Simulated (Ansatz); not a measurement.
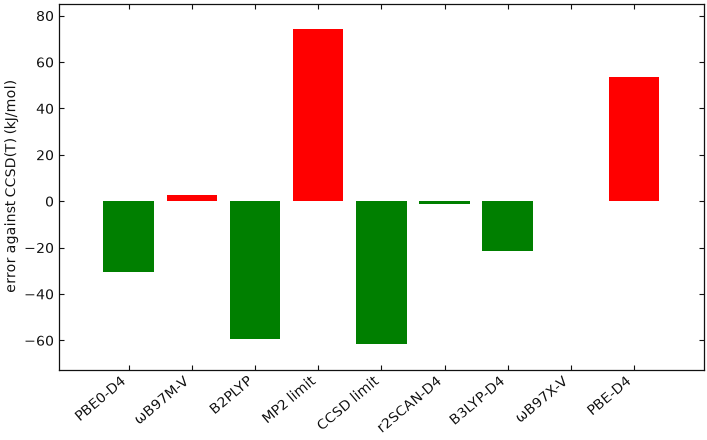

Error in the electronic atomisation energy (method less reference, so positive means overbinding) of C₂H₇AlO₂, SMILES C[C@H](O)[O][AlH2], singlet: functionals in def2-TZVPP against frozen-core CCSD(T) at the limit (MP2 extrapolated from triple and quadruple zeta, plus CCSD(T) less MP2 in a smaller set), which gives 4414.6 kJ/mol, at a PBE0-D4/def2-TZVP geometry (no frequency check), no zero-point or spin-orbit term, the Ansatz code 0.2.0. The reference leaves out core correlation, a term that grows with the number of heavy atoms. B2PLYP holds a correlation term that converges slowly with the basis, so part of the distance to the limit is basis error. No dispersion term is added to B2PLYP. Limit means the basis limit.

**Which of these levels overbind, and which underbind?**

Overbind: MP2 limit and PBE-D4. Underbind: PBE0-D4, B2PLYP and CCSD limit. Within 25 kJ/mol of zero, too close to call in view of what the reference leaves out: ωB97M-V, r2SCAN-D4, B3LYP-D4 and ωB97X-V.

**Give the values.**

```tsv
level	kJ/mol
PBE0-D4	−30.5
ωB97M-V	2.7
B2PLYP	−59.5
MP2 limit	74.4
CCSD limit	−61.7
r2SCAN-D4	−1.0
B3LYP-D4	−21.5
ωB97X-V	0.3
PBE-D4	53.6
```

Limits of at least one run: one conformer of a flexible molecule.
